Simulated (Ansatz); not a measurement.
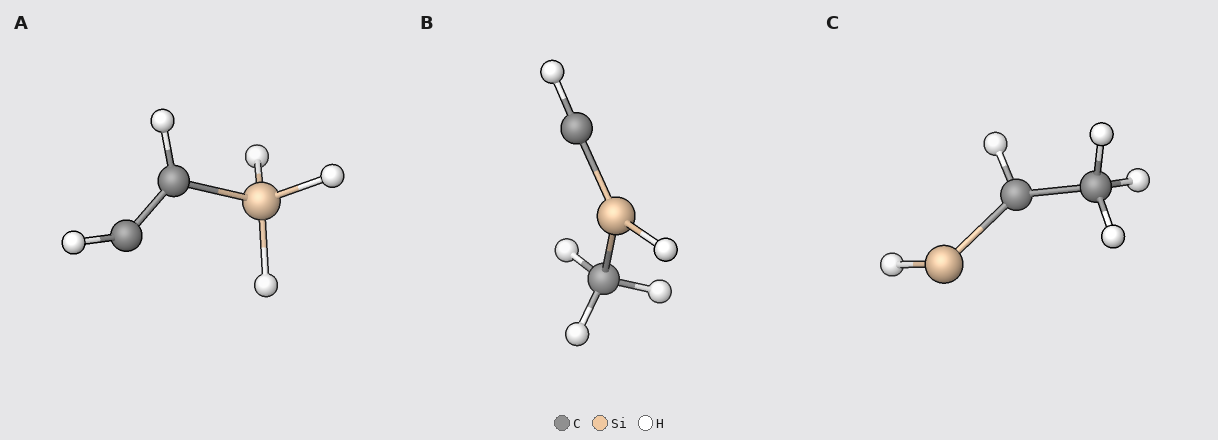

3 stationary structures of one formula. The species is neutral and a spin doublet. Geometries: PBE0-D4/def2-TZVP. Electronic energies: PBE0-D4/def2-TZVP (Ansatz 0.2.0), without zero-point energy. No frequency run is at hand to confirm each as a minimum. Each is one conformer, not always the lowest.

**Which structure is the most stable?**

C is lowest; A lies 0.194 eV above it (Cs), B lies 0.431 eV above it (Cs).
